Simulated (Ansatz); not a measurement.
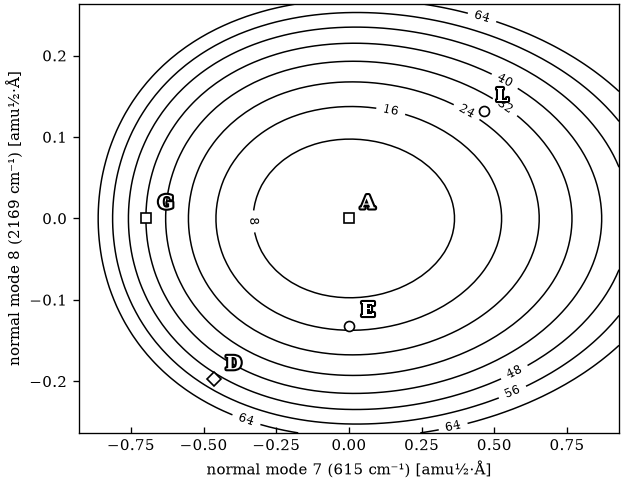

H2Si3, SMILES [Si]1=[SiH][SiH]=1. The first coordinate is: normal mode 7 (615 cm⁻¹); the second: normal mode 8 (2169 cm⁻¹). Nothing is relaxed (straight displacements along the two mass-weighted modes). Grid: 9 × 9 points. Points are written as (first, second). All energies are given in kJ/mol relative to the lowest grid point. These are results of RKS r2SCAN-D4/def2-TZVP (Ansatz 0.2.0), not measurements.

The picture shows contour lines labelled in kJ/mol (none above 64), lettered points. Between grid points the surface is interpolated.

Q: Rank the lettered points by energy, lowest first.

A: A (0 kJ/mol), E (15 kJ/mol), L (27 kJ/mol), G (40 kJ/mol), D (51 kJ/mol).

Q: What kind of point is each of A, D, E, G, L: minimum, saddle, maximum or slope?

A: A: minimum; D: on a slope; E: on a slope; G: on a slope; L: on a slope. (In these two coordinates alone; a stationary point may lie a little off the grid point.)
